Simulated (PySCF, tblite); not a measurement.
**C₃H₁₂OSi₂: geometry, infrared bands and NMR shifts**

Aim: predict the infrared bands and NMR shifts of C₃H₁₂OSi₂ (`C[SiH2]O[SiH](C)C`).

The runs use tblite 0.8.0 and PySCF 2.14.0, with density-fitted response routines of our own; the level of theory stands in each step. All values are computed, except where a source is named. Atoms count from 0, in the outputs and in this text.

## 1. Starting geometry

18 atoms, charge 0, multiplicity 1; geometry from: force field or distance geometry start.

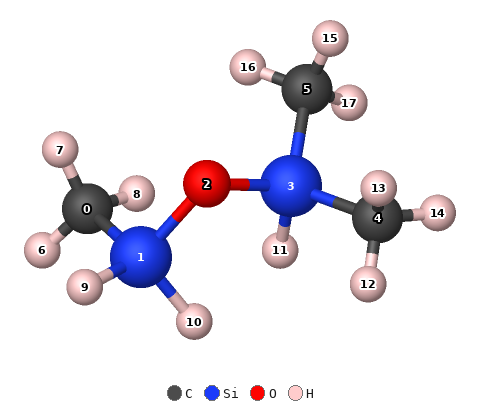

The starting geometry (carbon dark grey, silicon blue, oxygen red, hydrogen pink), atoms numbered.

## 2. Relaxing the molecule with GFN2-xTB

What the job is given:

```
{"job": {"kind": "relax", "xc": "GFN2-xTB", "basis": "xTB"}, "charge": 0, "multiplicity": 1}
C     -2.667500     0.054100    -0.414700
Si    -1.471600    -1.318100    -0.037600
O     -0.132300    -0.588300     0.801300
Si     0.845500     0.110800    -0.440200
C      2.470100    -0.783600    -0.351200
C      0.970300     1.941000    -0.309000
H     -3.581500    -0.306700    -0.937600
H     -2.896400     0.620300     0.520500
H     -2.103600     0.749900    -1.077500
H     -2.071800    -2.397000     0.757600
H     -0.915800    -1.785700    -1.320900
H      0.260300    -0.199100    -1.758200
H      2.284000    -1.808000    -0.755600
H      2.843100    -0.949100     0.681900
H      3.249500    -0.324700    -1.005100
H      1.606700     2.307000     0.524300
H     -0.040500     2.375100    -0.123400
H      1.342700     2.308400    -1.295700
```

Command:

```sh
OMP_NUM_THREADS=1 python probes_run.py task.json out
```

This one command runs all jobs of the session in turn.

**Question.** This job is followed by: GFN2-xTB harmonic vibrations, gas phase; GIAO PBE0/pcSseg-1 NMR shielding, non-relativistic, gas phase. What will the session give for the following? strongest single infrared mode (GFN2-xTB); zero-point energy (GFN2-xTB); ¹³C shifts against TMS (PBE0/pcSseg-1, means over atoms taken as alike); ¹H shifts against TMS (PBE0/pcSseg-1, means over atoms taken as alike); ²⁹Si shifts against TMS (PBE0/pcSseg-1); ¹⁷O shifts against H2O (PBE0/pcSseg-1); surface potential, least and greatest.

As calculated:

| quantity | value |
| --- | --- |
| strongest single infrared mode (GFN2-xTB) | 1081 cm⁻¹, 829 km/mol |
| zero-point energy (GFN2-xTB) | 87.2 kcal/mol |
| ¹³C shifts against TMS (PBE0/pcSseg-1, means over atoms taken as alike) | 1.9, 0.5 ppm |
| ¹H shifts against TMS (PBE0/pcSseg-1, means over atoms taken as alike) | 5.26, 5.21, 0.26, 0.17 ppm |
| ²⁹Si shifts against TMS (PBE0/pcSseg-1) | -6.7, -25.1 ppm |
| ¹⁷O shifts against H2O (PBE0/pcSseg-1) | 41.3 ppm |
| surface potential, least and greatest | -0.62 V and 0.95 V |

What this shows: Relaxing lowered the energy by 1.258 eV in 121 steps; the close pair that moved most is Si1–O2, from 1.741 to 1.621 Å. No mode is imaginary among the 48: a minimum at this level. The strongest single mode, at 1081 cm⁻¹, moves mainly O2. GFN2-xTB is a fitted tight-binding method: band positions and strengths are rough. Its intensities can rank the bands wrongly. At PBE0/pcSseg-1: The widest tensor belongs to O2: span 110 ppm, with a paramagnetic part of -107 ppm.
